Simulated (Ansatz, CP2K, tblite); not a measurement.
**Random packing of 23Li2O-77B2O3 (mol %) (59 atoms): one structure in several programs**

How near do other programs and methods come to a plane-wave reference for random packing of 23Li2O-77B2O3 (mol %) (59 atoms)? A plane-wave run serves as the reference.

Method: Kohn-Sham DFT, PBE, PAW, plane waves, in Ansatz 0.2.0.

### Step 1. Starting point

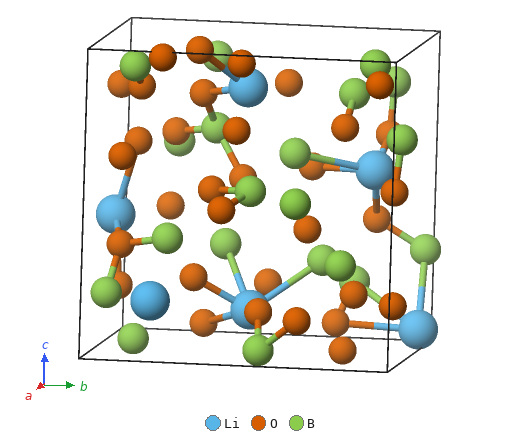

The cell as given, slightly off an axis (lithium blue, oxygen orange, boron green). Bonds to atoms that aren't drawn are left out.

The cell holds 59 atoms: 6 Li, 33 O and 20 B. Cell: a = 8.694 Å, b = 8.694 Å, c = 8.694 Å, α = 90.0°, β = 90.0°, γ = 90.0°. 59 atoms (6 Li, 33 O, 20 B) packed at random in a cube at 1.99 g/cm³ and pushed apart as soft spheres, cations and anions kept from their own kind; a start for melting by ab initio MD, not an equilibrated structure. Then every atom was moved at random, 0.02 Å r.m.s. a Cartesian component.

### Step 2. Reference: Ansatz, plane waves

The PAW files are the set soft_2.

File input.yaml:

```yaml
crystal:
  lattice:
    - [8.6935, 0.0, 0.0]
    - [0.0, 8.6935, 0.0]
    - [0.0, 0.0, 8.6935]
  atoms:
    - { symbol: Li, position: [0.38647, 0.02053, 0.40558] }
    - { symbol: Li, position: [0.46076, 0.47509, 0.12475] }
    - { symbol: Li, position: [0.18631, 0.98322, 0.05517] }
    - { symbol: Li, position: [0.90458, 0.212, 0.18686] }
    [... 49 atom lines left out ...]
    - { symbol: B, position: [0.12174, 0.29942, 0.9005] }
    - { symbol: B, position: [0.98473, 0.68417, 0.52748] }
    - { symbol: B, position: [0.27118, 0.36349, 0.31393] }
    - { symbol: B, position: [0.69211, 0.88979, 0.95582] }
    - { symbol: B, position: [0.01602, 0.1694, 0.61178] }
    - { symbol: B, position: [0.76525, 0.507, 0.53871] }
kpoints:
  mp_grid: { grid: [1, 1, 1] }
hamiltonian:
  xc: pbe
scf:
  occupations: { method: fermi_dirac, width: 0.05 }
output:
  forces: true
  eigenvalues: true
  populations: true
  stress: true
```

Command:

```sh
$ ansatz run input.yaml --threads 4 --pin off --max-ram 8192MiB --backend cpu --events-out ev --progress --plain --runs-dir out
```

Numbers of over 12 decimals in the logs are rounded to 6 here.

Log:

```text
[...]
Pseudopotentials: kind: paw
Pseudopotential: Li, paw, valence charge 3, recommended cutoff 420 eV (normal), Li.paw.azcp
Pseudopotential: O, paw, valence charge 6, recommended cutoff 420 eV (normal), O.paw.azcp
Pseudopotential: B, paw, valence charge 3, recommended cutoff 420 eV (normal), B.paw.azcp
[... 5 lines on functional and potentials left out ...]
Crystal: 59 atoms, lattice volume = 657.028 Å³
Basis set: ecut = 420 eV, 12965 PW (Γ), exchange–correlation on 120×120×120 points (8 copies of the dense FFT grid, shifted against one another)
Bands: 197, of which v1, the nominal top of the filled ones, is band 138 counted from 1 (137 counted from 0)
Symmetry: 1 space group operations
Space group: P1 (ITA 1), of the structure as read, at distance tolerance 8.7e-5 Å
k-points: 1
[... 7 lines on functional and potentials left out ...]
Initial density: superposition of atomic densities (neutral atoms: chi_scale 0, normalization atom), corrected by the library's trained network
Initial wavefunctions: pseudopotential atomic-orbital guess
[...]
SCF iter   1: F=—  HF=-22982.120132 eV  |F-HF|=—  |Δ(HF+E_count)|=         —  Δρ=2.31e-2  dr2=4.98e0  ethr=1.77e-3  ⟨swp⟩=5.0  Hψ=753  notcnv=0  defer=36
preconditioner: auto → LDOS  [metal: Δε(μ)=0.031 eV  Ē_g=10.972 eV  σ=0.050 eV  W_gap=0.15  n_scr=146 (ndim 8)  ℏωp=23.5 eV  f_vac=0.032  D(μ)=44.26/eV (n_scr^D=460)  β→1.0]
[...]
SCF iter  14: F=—  HF=-22981.848024 eV  |F-HF|=—  |Δ(HF+E_count)|=   9.13e-8  Δρ=5.34e-6  dr2=2.09e-7  ethr=4.40e-10  ⟨swp⟩=1.0  Hψ=155  notcnv=0  defer=42
SCF iter  15: F=-22981.848024 eV  HF=-22981.848024 eV  |F-HF|=5.80e-8  |Δ(HF+E_count)|=   6.54e-9  Δρ=2.92e-6  dr2=7.40e-8  ethr=3.62e-11  ⟨swp⟩=10.0  Hψ=832  notcnv=0
SCF 1 converged in 15 iterations: F = -22981.848024 eV  dr2 = 7.40e-8
[...]
SCF converged after 15 iterations
Free energy (F): -22981.848024 eV
Harris-Foulkes:  -22981.848024 eV  (|F-HF|=5.80e-8)
Internal energy: -22981.457338 eV  (E = F + TS)
E sigma→0 (E₀):  -22981.652681 eV
Entropy (-TS):   -0.390686 eV (-6.622 meV/atom)
Fermi energy:    2.956918 eV
--- Per-component energies (eV) ---
[...]
Σ components = -22981.848024   (vs F -22981.848024, Δ=0.00e0)
--- Forces (eV/Å), atoms counted from 1 ---
  atom   1  Li     0.47643529     1.00700351    -0.41456366
  atom   2  Li    -0.16399316    -0.31731945    -0.00334061
  atom   3  Li     0.64181446     0.06415689    -0.04677473
  atom   4  Li     0.65608763     0.65152304    -0.11290776
[...]
atom  59  B      1.69502123    -5.95059065    -0.04382746
  max |Σ_I F_I| component: 1.21e-4 eV/Å
--- Stress (GPa, compression-positive) ---
      -26.665171      -1.055391      -0.197865
       -1.055393     -18.536753      -2.051855
       -0.197867      -2.051856     -23.278612
  P = ⅓ Tr σ = -22.8268 GPa (-228.268 kbar)
--- Band table (eV) ---
  k-point 0: bands = ["-42.4482", "-42.3318", "-42.1883", "-42.1449", [... 181 levels ...], "9.1168", "9.2259", "9.3929", "9.4967", "9.6722", "9.8597", "9.8904", "10.1134", "10.1720", "10.3026", "10.5197", "10.6953"]
--- Löwdin populations: 59 sites ---
  site symbol       q [e]
     0     Li      2.2575
     1     Li      2.2600
     2     Li      2.2499
[...]
58      B      2.4899
  spilling = 0.005835 (of n_electrons = 276.000000)
```

The job ended after 5.2 s (4 threads of Arm Neoverse V2, shared host; peak memory 0.71 GiB; 19 s of CPU time).

In the SCF lines HF is the Harris–Foulkes energy and dr2 the Hartree energy of the density residual, in eV; the loop may stop once dr2 is under the threshold and the program's other checks hold. Hψ counts applications of the Hamiltonian.

Read from the output:

```
free energy                             : -22981.8480 eV
free energy per atom                    : -389.5228 eV/atom
SCF cycles                              : 15
pressure                                : -22.83 GPa
r.m.s. force component                  : 2.535 eV/Å
longest force                           : 8.447 eV/Å
Fermi energy                            : 2.957 eV
levels partly filled by over 2 per cent : 9
spilling of the projection              : 0.005835
```

Length of the force by element:

```csv
element,coordination,atoms,mean length of the force (eV/Å),spread,least,most
B,all,20,4.53,1.59,1.11,7.15
Li,all,6,0.885,0.296,0.357,1.19
O,all,33,4.15,1.76,1.40,8.45
```

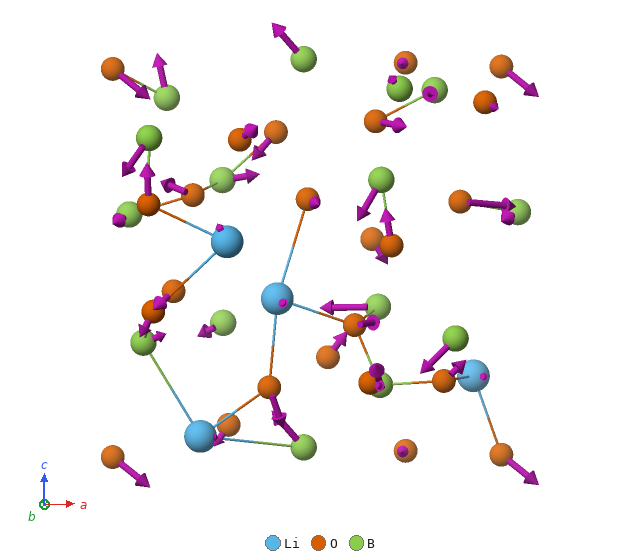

Forces as arrows; the longest in the cell is 8.45 eV/Å. Drawn is a slice 5 Å thick, seen along the normal of the ac plane. Bonds to atoms that aren't drawn are left out.

Löwdin charges by element (they lack the spilled electrons, 0.027 e an atom on average):

```csv
element,coordination,atoms,mean charge (e),spread,least,most
B,all,20,0.436,0.129,0.151,0.590
Li,all,6,0.754,0.0138,0.74,0.777
O,all,33,-0.353,0.0776,-0.570,-0.208
```

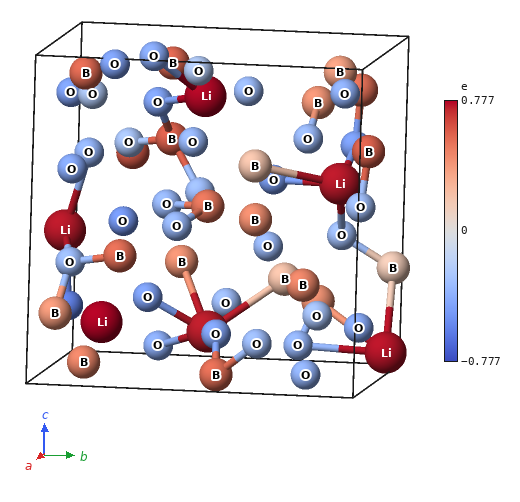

Atoms coloured by Löwdin charge. Bonds to atoms that aren't drawn are left out.

The levels nearest the highest filled one (over half full), pooled over k-points and spins:

```csv
level less the highest filled one (eV),occupation
-0.237,2.00
-0.193,1.99
-0.120,1.95
-0.0906,1.91
-0.0413,1.77
0,1.54
0.0692,0.92
0.0725,0.887
0.0923,0.698
0.173,0.192
0.193,0.133
0.304,0.015
```

### Step 3. Local order

Density 1.99 g/cm³, 11.14 Å³ an atom.

Pair distribution functions g(r), in bins of 0.2 Å:

```csv
r (Å),total,O-O,O-B,O-Li,B-B,B-Li,Li-Li
1.40,0.83,0.00,2.19,0.00,0.00,0.00,0.00
1.60,0.58,0.00,1.54,0.00,0.00,0.00,0.00
1.80,0.78,0.00,1.83,0.75,0.00,0.00,0.00
2.00,0.77,0.00,1.30,2.46,0.00,0.00,0.00
2.20,1.09,1.73,0.73,1.06,1.29,0.00,0.00
2.40,1.32,1.53,1.26,0.93,1.16,1.43,2.37
2.60,1.16,1.33,0.71,0.57,1.56,2.94,2.28
2.80,0.77,1.17,0.46,1.17,0.51,0.54,0.00
3.00,0.99,1.16,0.84,1.02,0.72,1.69,0.00
3.20,1.29,0.98,1.21,2.06,1.78,1.29,0.00
3.40,0.81,1.03,0.65,0.91,0.57,0.94,1.27
3.60,0.99,0.85,1.14,1.02,0.71,1.19,1.17
3.80,0.99,0.70,1.27,0.65,1.27,1.08,0.00
4.00,1.10,0.96,1.26,1.07,1.22,0.82,0.00
4.20,0.95,1.06,0.79,1.28,0.67,1.35,0.00
```

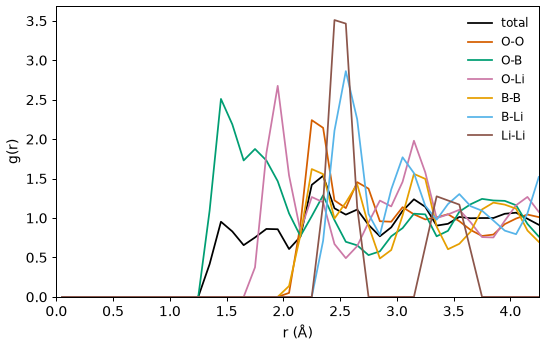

Pair distribution functions, lightly smoothed.

### Step 4. What was run beside it

The programs:
- CP2K 2026.2: Gaussian basis with GTH pseudopotentials and a plane-wave density; labels give functional, basis (MOLOPT sets; SR short-range, UZH the newer set with its own potentials), grid cutoff/relative cutoff and solver (OT: orbital transformation; TRS4, TC2, SIGN: linear-scaling purification with its sparsity filter), or its built-in tight binding.
- tblite 0.8.0: extended tight binding, driven from Python.

All use the same cell and atoms; the electronic-structure runs use the same k-mesh, and an electronic temperature of 580 K (0.05 eV) where levels are smeared.

Differences are against the plane-wave reference, forces as r.m.s. over components; share is that over the reference's r.m.s. force, slope the least-squares factor from reference forces to these. Total energies of different programs have different zeros and aren't compared.

```csv
run,"Δ force, r.m.s. (meV/Å)",share (%),slope,Δ pressure (GPa),cores,CPU time,memory (GiB)
reference,-,-,-,-,4,19 s,0.71
"CP2K PBE, DZVP-MOLOPT-SR, 800/20 Ry, diagonalisation (coarse)",70.5,2.78,0.985,0.905,4,7.2 min,3.3
"CP2K PBE, DZVP-MOLOPT-SR, 800/50 Ry, diagonalisation",68.2,2.69,0.986,0.741,4,12 min,3.3
"CP2K PBE, SZV-MOLOPT-SR, 800/50 Ry, diagonalisation (coarse)",975,38.5,0.774,12.0,2,9.3 min,2.4
tblite GFN1-xTB,589,23.2,1.125,-4.46,1,2.6 s,0.1
```

Rows marked coarse were listed beforehand as settings not expected to be converged; some can still land near the reference.

CPU time is summed over cores on a shared host, where runs went side by side, so it is rough. Symmetry, cutoffs, thresholds, outputs and thread counts weren't matched or tuned between programs; memory under MPI is the largest rank's times the ranks.

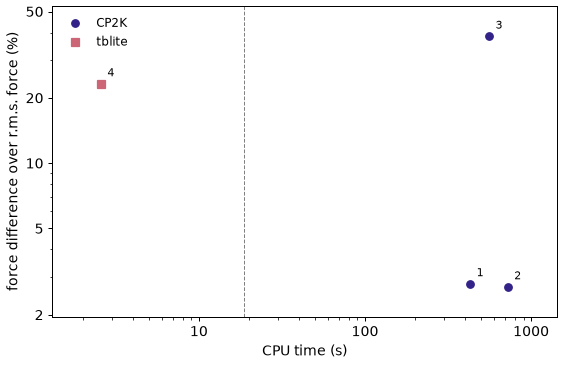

Force difference against CPU time; the dashed line marks the reference's time. Points: 1 CP2K PBE, DZVP-MOLOPT-SR, 800/20 Ry, diagonalisation; 2 CP2K PBE, DZVP-MOLOPT-SR, 800/50 Ry, diagonalisation; 3 CP2K PBE, SZV-MOLOPT-SR, 800/50 Ry, diagonalisation; 4 tblite GFN1-xTB.

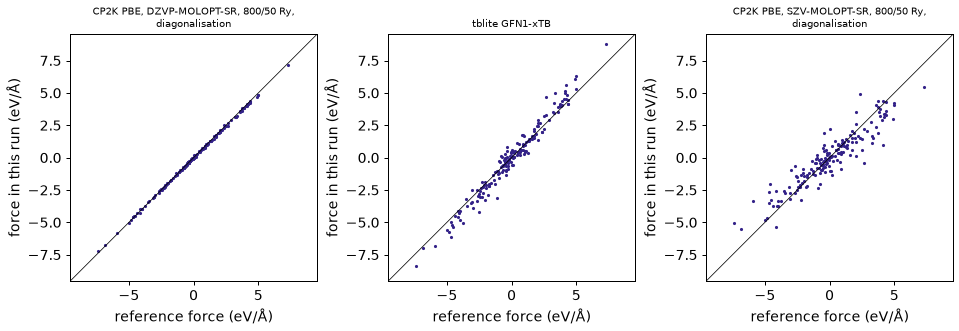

Force components against those of the reference; the line marks equality.

Runs without a result: CP2K GFN1-xTB, diagonalisation (not converged, the SCF not settling).

Mean charges by element (e), by run and scheme:

```csv
run,scheme,Li,O,B
reference,Löwdin,+0.75,-0.35,+0.44
"CP2K PBE, DZVP-MOLOPT-SR, 800/50 Ry, diagonalisation",Mulliken,+0.58,-0.30,+0.32
"CP2K PBE, DZVP-MOLOPT-SR, 800/50 Ry, diagonalisation",Hirshfeld,+0.15,-0.18,+0.26
tblite GFN1-xTB,Mulliken,+0.20,-0.42,+0.62
```

The reference's Löwdin charges lack the electrons that the projection spills, 0.027 e an atom on average.

Within one program, basis, potentials and functional, energies share a zero. Each run against its twin at the usual cutoff or grid and solver:

```csv
run,twin,Δ energy (meV/atom),"Δ force, r.m.s. (meV/Å)",CPU time over the twin's
"CP2K PBE, DZVP-MOLOPT-SR, 800/20 Ry, diagonalisation","DZVP-MOLOPT-SR, 800/50 Ry, diagonalisation",-1.42,18.0,0.59
```

### Step 5. Summary of results

```json
{
  "reference r.m.s. force component": "2.54 eV/Å",
  "nearest in forces": "CP2K PBE, DZVP-MOLOPT-SR, 800/50 Ry, diagonalisation, 2.7 %",
  "farthest in forces": "CP2K PBE, SZV-MOLOPT-SR, 800/50 Ry, diagonalisation (coarse), 38 %",
  "cheapest electronic-structure run beside the reference": "tblite GFN1-xTB, 2.6 s of CPU time"
}
```

What this shows: The PBE run in local orbitals, coarse settings apart, differs by 2.7 % (CP2K PBE, DZVP-MOLOPT-SR, 800/50 Ry, diagonalisation); basis, grid and potentials can all enter. Tight binding differs by 23 % (tblite GFN1-xTB); it is another model, with fitted parameters of its own, and the xTB methods hold dispersion. CP2K PBE, SZV-MOLOPT-SR, 800/50 Ry, diagonalisation needed 92 SCF steps, so its time overstates the method's usual cost. Runs with settings chosen to be coarse differ by 2.8 % (CP2K PBE, DZVP-MOLOPT-SR, 800/20 Ry, diagonalisation) to 38 % (CP2K PBE, SZV-MOLOPT-SR, 800/50 Ry, diagonalisation), their programs' other errors included. One electronic-structure run takes under half the reference's CPU time: tblite GFN1-xTB, at 23 % in 2.6 s against 19 s; its pressure misses by -4.5 GPa. In pressure, CP2K PBE, SZV-MOLOPT-SR, 800/50 Ry, diagonalisation misses by +12.0 GPa, at the same functional. Charges hang on model, scheme and program or settings: among these rows the mean for Li runs from +0.15 to +0.75 e. In the reference: 9 levels are partly filled, by over 2 % (at Γ alone): at this level the cell shows no clear gap. Levels of broken or missing bonds inside a gap of the host would look the same. In the reference: mean Löwdin charges: B +0.44, Li +0.75, O -0.35 e (they miss 0.58 % of the electrons, so they add up to more than the cell's charge). Periodic xTB results under one method name differ between programs and library versions. The reference's stress is far from hydrostatic: its diagonal is -26.7, -18.5, -23.3 GPa, compression counted positive. The reference's pressure of -23 GPa belongs to a cell and atoms that aren't relaxed at this level. The electronic-structure runs sample only Γ, in a cell whose shortest periodic width is 9 Å, which is coarse for a cell with partly filled levels.

[Also dropped from logs without a mark: logging warnings of Python, and SIESTA's first energy breakdown and zero terms.]

[Logs are printed without paths, hosts, clocks, repeated set-up lines and the standing remarks that a program may print on its own settings, such as how far it seeks lower states.]

[Hosts, paths, dates, database ids (printed as entryN), source tags and the programs' standing remarks are cut or masked in the printed files.]
